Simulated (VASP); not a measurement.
Band structure of HfN (rock salt). Method: r2SCAN+rVV10, VASP's PBE PAW potentials (set 64) (plane waves; VASP).

Unless said otherwise, spin-orbit coupling is left out, though it shifts the bands of the heavy elements here.

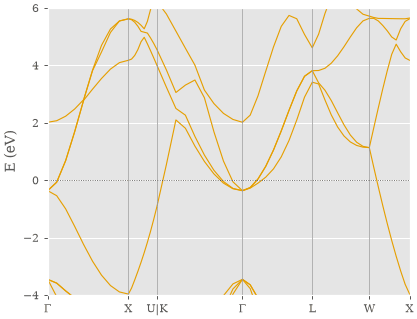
*Bands along high-symmetry lines, zero at the valence-band maximum or, without a gap, the Fermi level*

### Question
Read the plot: is there a gap, and where are the band edges?

### Answer
It has no gap at this level: it comes out as a metal or semimetal.

The compound is HfN in the rock salt structure. It was relaxed first. The electron count is odd and the run is not spin-polarised, which forces a metal.
